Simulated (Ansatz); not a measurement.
**Run report: C4H7FSi, geometry relaxation (part 1 of 2)**

- system: C4H7FSi
- method: RKS PBE-D4/def2-SVP (Ansatz 0.2.0)

It belongs to a series of runs on one base structure; here: end point A relaxed.

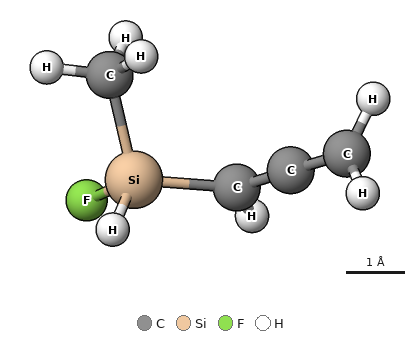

Figure 1. The input geometry (ball-and-stick view, seen at a tilt). Bond lengths as drawn: C–C 1.31 to 1.35 Å, C–H 1.04 to 1.13 Å, C–Si 1.84 to 1.91 Å, F–Si 1.63 Å and H–Si 1.41 Å.

Key numbers

| quantity | value |
| --- | --- |
| outcome | converged |
| total energy | −14837.1230 eV |
| mean-field energy | −14836.8432 eV |
| largest force (length of the vector) at the end | 0.017 eV/Å |
| hardware | 2 threads of AMD EPYC (Zen 3), 16 GiB of memory available, shared host |
| wall time | 64 s (CPU time 2 min) |
| peak memory | 0.18 GiB |

Input file
```yaml
crystal:
  periodic: [false, false, false]
  atoms:
    - { symbol: C, position_ang: [0.2835, -2.302, 1.3839] }
    - { symbol: C, position_ang: [0.1412, -0.9678, 1.2879] }
    - { symbol: C, position_ang: [0.0162, 0.329, 1.2118] }
    - { symbol: Si, position_ang: [0.4799, 1.2442, -0.3113] }
    - { symbol: C, position_ang: [-0.624, 0.675, -1.7558] }
    - { symbol: F, position_ang: [0.0788, 2.7975, -0.0342] }
    - { symbol: H, position_ang: [1.214, -2.7314, 1.5806] }
    - { symbol: H, position_ang: [-0.6061, -2.8647, 1.2592] }
    - { symbol: H, position_ang: [-0.2338, 0.9302, 2.1313] }
    - { symbol: H, position_ang: [1.8493, 1.1237, -0.6242] }
    - { symbol: H, position_ang: [-0.442, -0.365, -1.9676] }
    - { symbol: H, position_ang: [-1.6744, 0.7889, -1.5021] }
    - { symbol: H, position_ang: [-0.4621, 1.3078, -2.6447] }
basis:
  gaussian: { orbitals: def2-SVP }
hamiltonian:
  xc: pbe
  dispersion: d4
relax:
  f_tol: 0.02
  max_steps: 50
```

Launch command:
```bash
ansatz run input.yaml --threads 2 --pin off --max-ram 3072MiB --backend cpu --events-out ev --progress --plain --runs-dir out
```

What the program printed
```
The last accepted step is kept in [file] (removed where the run ends without a failure and the disk answers)
Engine: ansatz 0.2.0, x86_64-unknown-linux-gnu
Functional definition: PBE
  parameter kappa = 0.804
  parameter beta = 0.06672455060314922
  exchange = pbe_x(kappa = kappa, mu = beta*pi^2/3)
  correlation = pbe_c(beta = beta)
1382 factors; their error is unknown
mean field evaluation 1: about -14822.6133 eV, gradient 7.5e1 eV
mean field evaluation 2: about -14809.8981 eV, gradient 1.0e2 eV
mean field evaluation 4: about -14836.2676 eV, gradient 9.8e0 eV
mean field evaluation 8: about -14836.5172 eV, gradient 3.0e-1 eV
mean field evaluation 16: about -14836.4418 eV, gradient 1.6e-3 eV
mean field -14836.44176671 eV, -545.2291784253 hartree, gradient 5.6e-5 eV, S^2 0.000000; 0 other end points of the search recorded, 0 dependent functions left out
the calculation of the forces begins
reference -14836.44180670 eV, -545.2291798948 hartree; 27, 27 occupied and 96, 96 virtual orbitals, 1382 factors
relax step   1: F+E_penalty+E_count = -14836.71579918 eV  Δ(F+E_penalty+E_count) = +0.000e0 eV  max|allowed force component| = 3.541e0 eV/Å  Δτ_max = 0.0000 Å  (30 SCF iters, accepted)
these checks for a lower state are left out or cut short: starts, cluster_reference, orbital_swaps, neighbouring_geometries, increment
1382 factors; their error is unknown
mean field -14836.73200686 eV, -545.2398445539 hartree, gradient 8.6e-6 eV, S^2 0.000000; 0 other end points of the search recorded, 0 dependent functions left out
[... from here on the field's lines of each further geometry are left out, up to the last ...]
relax step   2: F+E_penalty+E_count = -14837.00355203 eV  Δ(F+E_penalty+E_count) = -2.878e-1 eV  max|allowed force component| = 8.129e-1 eV/Å  Δτ_max = 0.1949 Å  (30 SCF iters, accepted)
relax step   3: F+E_penalty+E_count = -14836.98715354 eV  Δ(F+E_penalty+E_count) = +1.640e-2 eV  max|allowed force component| = 1.288e0 eV/Å  Δτ_max = 0.1992 Å  (29 SCF iters, rejected (line search))
relax step   4: F+E_penalty+E_count = -14837.06732397 eV  Δ(F+E_penalty+E_count) = -6.377e-2 eV  max|allowed force component| = 1.999e-1 eV/Å  Δτ_max = 0.0996 Å  (31 SCF iters, accepted)
relax step   5: F+E_penalty+E_count = -14837.07279963 eV  Δ(F+E_penalty+E_count) = -5.476e-3 eV  max|allowed force component| = 8.168e-2 eV/Å  Δτ_max = 0.1000 Å  (31 SCF iters, accepted)
relax step   6: F+E_penalty+E_count = -14837.07503911 eV  Δ(F+E_penalty+E_count) = -2.239e-3 eV  max|allowed force component| = 6.754e-2 eV/Å  Δτ_max = 0.0777 Å  (30 SCF iters, accepted)
relax step   7: F+E_penalty+E_count = -14837.07751213 eV  Δ(F+E_penalty+E_count) = -2.473e-3 eV  max|allowed force component| = 1.123e-1 eV/Å  Δτ_max = 0.0696 Å  (31 SCF iters, accepted)
relax step   8: F+E_penalty+E_count = -14837.07749914 eV  Δ(F+E_penalty+E_count) = +1.300e-5 eV  max|allowed force component| = 1.849e-1 eV/Å  Δτ_max = 0.0787 Å  (29 SCF iters, rejected (line search))
relax step   9: F+E_penalty+E_count = -14837.07964615 eV  Δ(F+E_penalty+E_count) = -2.134e-3 eV  max|allowed force component| = 7.670e-2 eV/Å  Δτ_max = 0.0393 Å  (31 SCF iters, accepted)
relax step  10: F+E_penalty+E_count = -14837.08341517 eV  Δ(F+E_penalty+E_count) = -3.769e-3 eV  max|allowed force component| = 7.482e-2 eV/Å  Δτ_max = 0.0999 Å  (29 SCF iters, accepted)
relax step  11: F+E_penalty+E_count = -14837.08506079 eV  Δ(F+E_penalty+E_count) = -1.646e-3 eV  max|allowed force component| = 3.406e-1 eV/Å  Δτ_max = 0.1470 Å  (29 SCF iters, accepted)
relax step  12: F+E_penalty+E_count = -14837.09001349 eV  Δ(F+E_penalty+E_count) = -4.953e-3 eV  max|allowed force component| = 1.736e-1 eV/Å  Δτ_max = 0.0288 Å  (33 SCF iters, accepted)
relax step  13: F+E_penalty+E_count = -14837.09277377 eV  Δ(F+E_penalty+E_count) = -2.760e-3 eV  max|allowed force component| = 1.262e-1 eV/Å  Δτ_max = 0.0826 Å  (29 SCF iters, accepted)
relax step  14: F+E_penalty+E_count = -14837.09582649 eV  Δ(F+E_penalty+E_count) = -3.053e-3 eV  max|allowed force component| = 1.775e-1 eV/Å  Δτ_max = 0.1094 Å  (31 SCF iters, accepted)
relax step  15: F+E_penalty+E_count = -14837.02695786 eV  Δ(F+E_penalty+E_count) = +6.887e-2 eV  max|allowed force component| = 8.152e-1 eV/Å  Δτ_max = 0.1982 Å  (30 SCF iters, rejected (line search))
relax step  16: F+E_penalty+E_count = -14837.10318502 eV  Δ(F+E_penalty+E_count) = -7.359e-3 eV  max|allowed force component| = 1.101e-1 eV/Å  Δτ_max = 0.0990 Å  (29 SCF iters, accepted)
relax step  17: F+E_penalty+E_count = -14837.10698089 eV  Δ(F+E_penalty+E_count) = -3.796e-3 eV  max|allowed force component| = 1.251e-1 eV/Å  Δτ_max = 0.0978 Å  (30 SCF iters, accepted)
relax step  18: F+E_penalty+E_count = -14837.10872994 eV  Δ(F+E_penalty+E_count) = -1.749e-3 eV  max|allowed force component| = 1.732e-1 eV/Å  Δτ_max = 0.0741 Å  (31 SCF iters, accepted)
relax step  19: F+E_penalty+E_count = -14837.10894776 eV  Δ(F+E_penalty+E_count) = -2.178e-4 eV  max|allowed force component| = 2.276e-1 eV/Å  Δτ_max = 0.0693 Å  (30 SCF iters, accepted)
relax step  20: F+E_penalty+E_count = -14837.10847962 eV  Δ(F+E_penalty+E_count) = +4.681e-4 eV  max|allowed force component| = 1.800e-1 eV/Å  Δτ_max = 0.0668 Å  (32 SCF iters, rejected (line search))
relax step  21: F+E_penalty+E_count = -14837.11370558 eV  Δ(F+E_penalty+E_count) = -4.758e-3 eV  max|allowed force component| = 7.049e-2 eV/Å  Δτ_max = 0.0318 Å  (31 SCF iters, accepted)
relax step  22: F+E_penalty+E_count = -14837.11623141 eV  Δ(F+E_penalty+E_count) = -2.526e-3 eV  max|allowed force component| = 2.188e-2 eV/Å  Δτ_max = 0.0491 Å  (30 SCF iters, accepted)
relax step  23: F+E_penalty+E_count = -14837.11738839 eV  Δ(F+E_penalty+E_count) = -1.157e-3 eV  max|allowed force component| = 1.535e-1 eV/Å  Δτ_max = 0.1324 Å  (28 SCF iters, accepted)
relax step  24: F+E_penalty+E_count = -14837.11798210 eV  Δ(F+E_penalty+E_count) = -5.937e-4 eV  max|allowed force component| = 1.155e-1 eV/Å  Δτ_max = 0.0530 Å  (30 SCF iters, accepted)
relax step  25: F+E_penalty+E_count = -14837.11959439 eV  Δ(F+E_penalty+E_count) = -1.612e-3 eV  max|allowed force component| = 8.025e-2 eV/Å  Δτ_max = 0.0328 Å  (31 SCF iters, accepted)
relax step  26: F+E_penalty+E_count = -14837.12018941 eV  Δ(F+E_penalty+E_count) = -5.950e-4 eV  max|allowed force component| = 6.885e-2 eV/Å  Δτ_max = 0.0316 Å  (30 SCF iters, accepted)
relax step  27: F+E_penalty+E_count = -14837.12098415 eV  Δ(F+E_penalty+E_count) = -7.947e-4 eV  max|allowed force component| = 6.626e-2 eV/Å  Δτ_max = 0.0574 Å  (31 SCF iters, accepted)
relax step  28: F+E_penalty+E_count = -14837.12159172 eV  Δ(F+E_penalty+E_count) = -6.076e-4 eV  max|allowed force component| = 6.905e-2 eV/Å  Δτ_max = 0.0339 Å  (31 SCF iters, accepted)
relax step  29: F+E_penalty+E_count = -14837.12217045 eV  Δ(F+E_penalty+E_count) = -5.787e-4 eV  max|allowed force component| = 6.733e-2 eV/Å  Δτ_max = 0.0416 Å  (30 SCF iters, accepted)
relax step  30: F+E_penalty+E_count = -14837.12183775 eV  Δ(F+E_penalty+E_count) = +3.327e-4 eV  max|allowed force component| = 7.561e-2 eV/Å  Δτ_max = 0.0486 Å  (30 SCF iters, rejected (line search))
relax step  31: F+E_penalty+E_count = -14837.12259476 eV  Δ(F+E_penalty+E_count) = -4.243e-4 eV  max|allowed force component| = 5.048e-2 eV/Å  Δτ_max = 0.0237 Å  (31 SCF iters, accepted)
relax step  32: F+E_penalty+E_count = -14837.12272412 eV  Δ(F+E_penalty+E_count) = -1.294e-4 eV  max|allowed force component| = 2.434e-2 eV/Å  Δτ_max = 0.0121 Å  (32 SCF iters, accepted)
relax step  33: F+E_penalty+E_count = -14837.12280809 eV  Δ(F+E_penalty+E_count) = -8.397e-5 eV  max|allowed force component| = 2.284e-2 eV/Å  Δτ_max = 0.0128 Å  (33 SCF iters, accepted)
the calculation of the forces begins
reference -14836.84320878 eV, -545.2439311491 hartree; 27, 27 occupied and 96, 96 virtual orbitals, 1382 factors
relax step  34: F+E_penalty+E_count = -14837.12296596 eV  Δ(F+E_penalty+E_count) = -1.579e-4 eV  max|allowed force component| = 1.481e-2 eV/Å  Δτ_max = 0.0165 Å  (31 SCF iters, accepted)
1382 factors; their error is unknown
mean field evaluation 256: about -14836.5891 eV, gradient 1.2e1 eV
```

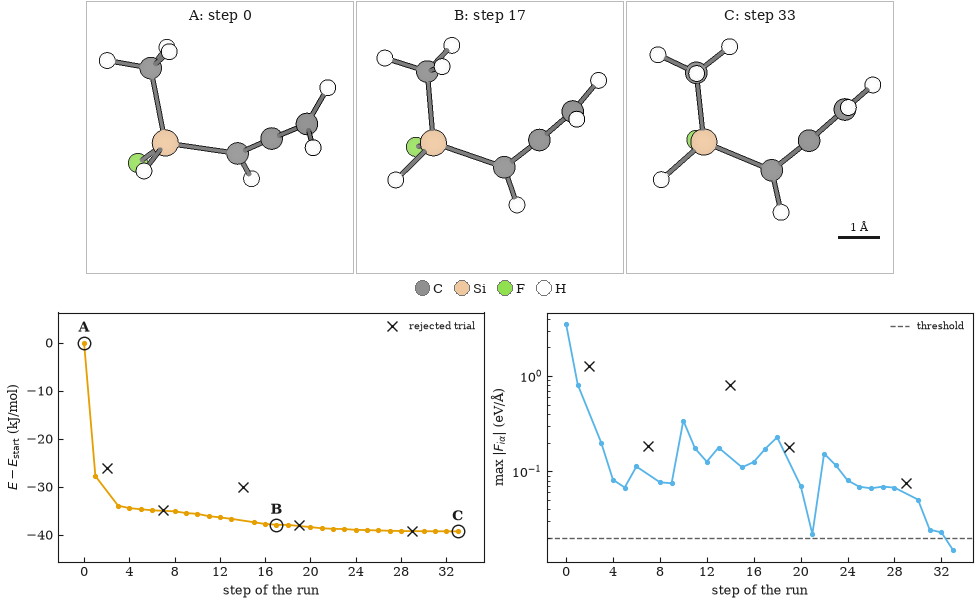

Figure 2. Frames of the relaxation (ball-and-stick view, seen at a tilt) above the curves, on which the letters mark them (the first geometry is step 0 here and step 1 in the log).

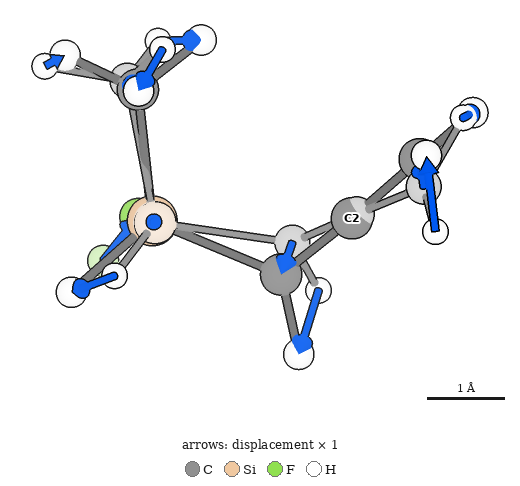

Figure 3. Start (faint) and end (solid) with the displacements as blue arrows, at true length (ball-and-stick view, seen at a tilt). The two geometries are laid on each other by the best rigid fit. H9 moves most after the best rigid fit: 1.28 Å. Largest moves by element: H 1.28 Å, F 0.89 Å, C 0.55 Å, Si 0.26 Å. Among the contacts that change: Si4–H10 1.410 → 1.503 Å, C1–H7 1.044 → 1.103 Å, C1–H8 1.060 → 1.103 Å, C3–Si4 1.836 → 1.874 Å. Among the angles that change: H7–C1–H8 123.5° → 117.5°, C2–C1–H8 115.4° → 121.2°, F6–Si4–H10 111.0° → 105.7°. After 33 geometry steps the energy has fallen by 39.3 kJ/mol. Largest force component: 3.5 eV/Å at the start, 0.015 eV/Å at the end. The line search rejected the trial steps at points 2, 7, 14, 19, 29 (counted from 0) and went back. (Atoms are counted from 1 in the order of the input.)

```
mean field -14836.84316908 eV, -545.2439296902 hartree, gradient 1.9e-5 eV, S^2 0.000000; 1 other end points of the search recorded, 0 dependent functions left out
the calculation of the forces begins
reference -14836.84320878 eV, -545.2439311491 hartree; 27, 27 occupied and 96, 96 virtual orbitals, 1382 factors
Total energy: -14837.12300565 eV, -545.2542134946 hartree
Atom 0 at    -0.248152    -2.143390     1.254713 Å, force    -0.000666     0.003692     0.002712 eV/Å
Atom 1 at     0.143950    -0.886299     1.290773 Å, force     0.007077     0.000542     0.014006 eV/Å
Atom 2 at     0.527227     0.376181     1.271762 Å, force    -0.003377     0.000986    -0.008386 eV/Å
Atom 3 at     0.307999     1.427321    -0.263969 Å, force    -0.005495     0.001514     0.000218 eV/Å
Atom 4 at    -0.318089     0.411153    -1.702123 Å, force    -0.006860     0.008841    -0.011846 eV/Å
Atom 5 at    -0.787292     2.613022     0.072868 Å, force    -0.002173    -0.001531     0.003456 eV/Å
Atom 6 at     0.440170    -2.948859     0.948852 Å, force     0.005023    -0.007056    -0.006408 eV/Å
Atom 7 at    -1.271667    -2.431583     1.547118 Å, force    -0.008952    -0.000184     0.000735 eV/Å
Atom 8 at     0.977289     0.816987     2.182481 Å, force     0.000573    -0.002287     0.000478 eV/Å
Atom 9 at     1.593510     2.139753    -0.578567 Å, force     0.011619     0.005830    -0.000805 eV/Å
Atom 10 at     0.446535    -0.324583    -2.024879 Å, force     0.001775     0.007126    -0.000146 eV/Å
Atom 11 at    -1.231723    -0.149055    -1.419424 Å, force    -0.005491    -0.002663     0.001871 eV/Å
Atom 12 at    -0.559257     1.064751    -2.564804 Å, force     0.006949    -0.014809     0.004116 eV/Å
Dipole moment:     0.104067    -0.378133    -0.092370 e Å
```

Trajectory as extended XYZ (Å, eV, eV/Å), 17 of the 34 frames kept, from step=1 to step=34
```
13
Properties=species:S:1:pos:R:3:forces:R:3 step=1 energy=-14836.71580
C     0.2835   -2.3020    1.3839   -1.2127   3.5410  -0.5165
C     0.1412   -0.9678    1.2879    0.3712  -2.0521   0.5455
C     0.0162    0.3290    1.2118    0.0049   0.6791   0.9659
Si    0.4799    1.2442   -0.3113   -2.5844  -0.2731  -0.8923
C    -0.6240    0.6750   -1.7558    0.7198   1.0999   0.5329
F     0.0788    2.7975   -0.0342    0.1392   0.7303   0.1656
H     1.2140   -2.7314    1.5806    1.9297  -1.0680   0.5163
H    -0.6061   -2.8647    1.2592   -1.1101  -1.2132  -0.2717
H    -0.2338    0.9302    2.1313    0.1191  -0.3621  -0.3968
H     1.8493    1.1237   -0.6242    1.8914  -0.0111  -0.3438
H    -0.4420   -0.3650   -1.9676    0.2178  -1.0366  -0.4186
H    -1.6744    0.7889   -1.5021   -0.6998   0.0451   0.3761
H    -0.4621    1.3078   -2.6447    0.2140  -0.0794  -0.2625
13
Properties=species:S:1:pos:R:3:forces:R:3 step=3 energy=-14836.98715 accepted=F
C     0.2901   -2.2935    1.3390   -1.2008  -0.3704   0.2782
C     0.1827   -0.9779    1.3061    0.1322  -0.0232   0.1811
C     0.0931    0.3369    1.2537   -0.3394   0.0308  -0.0512
Si    0.4392    1.2729   -0.3336   -0.0869  -0.1648  -0.1401
C    -0.6365    0.6856   -1.7578   -0.0067   0.0697   0.1404
F     0.0927    2.8487   -0.0232   -0.0108   0.1342   0.0151
H     1.2292   -2.7826    1.6633   -0.1976  -0.0531  -0.1184
H    -0.6795   -2.9041    1.2500    1.2879   0.4640  -0.1475
H    -0.2946    0.8986    2.1351    0.2938  -0.1108  -0.0936
H     1.8960    1.1858   -0.6773    0.0717   0.0438  -0.0302
H    -0.4378   -0.3832   -1.9851   -0.0005   0.0495   0.0152
H    -1.7080    0.7918   -1.4848    0.0519  -0.0317  -0.0399
H    -0.4461    1.2862   -2.6706    0.0053  -0.0381  -0.0090
```
